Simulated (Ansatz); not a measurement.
## A ladder of methods for SbH3 (stibine)

SbH3: 4 atoms, total charge 0, spin state singlet. SMILES: `[SbH3]`. Geometry: relaxed at PBE0-D4/def2-TZVP.

Each level gives the electronic atomisation energy (eV). The values are calculated. Electronic energies at fixed atoms, without zero-point motion or spin-orbit coupling.

```csv
level,kind,program,value (eV),less FCI/STO-3G
HF/STO-3G,Hartree–Fock,Ansatz,8.60,-1.63
PBE/STO-3G,GGA,Ansatz,12.09,+1.86
revPBE/STO-3G,GGA,Ansatz,11.85,+1.62
BHLYP/STO-3G,global hybrid,Ansatz,11.79,+1.56
HSE06/STO-3G,range-separated hybrid,Ansatz,11.76,+1.53
wB97X/STO-3G,range-separated hybrid,Ansatz,11.84,+1.61
MP2/STO-3G,perturbation theory,Ansatz,9.65,-0.58
CCSDT(Q)/STO-3G,coupled cluster or CI,Ansatz,10.23,0.00
FCI/STO-3G,exact in the basis,Ansatz,10.23,0.00
```

FCI/STO-3G is exact within its basis and frozen core, so for wave-function methods in that basis the difference is their error; functionals converge differently with the basis, so for them it is only a difference. All-electron rows without a relativistic Hamiltonian named are non-relativistic. The values span 8.60 to 12.09 eV. All rows use very small basis sets, so even the best lies far from the true value. In the correlated wave-function rows the outer d shell of Sb is correlated, in sets not made for it.

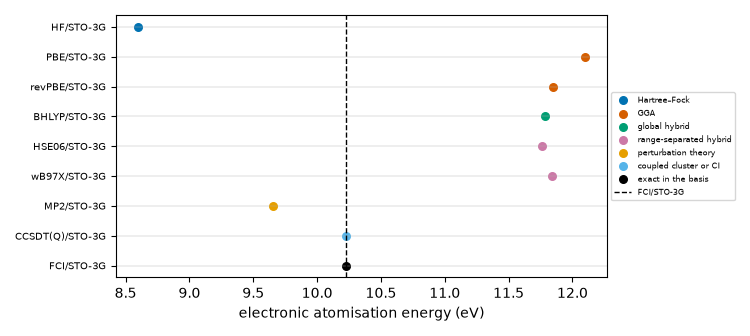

The values of the table, level by level.
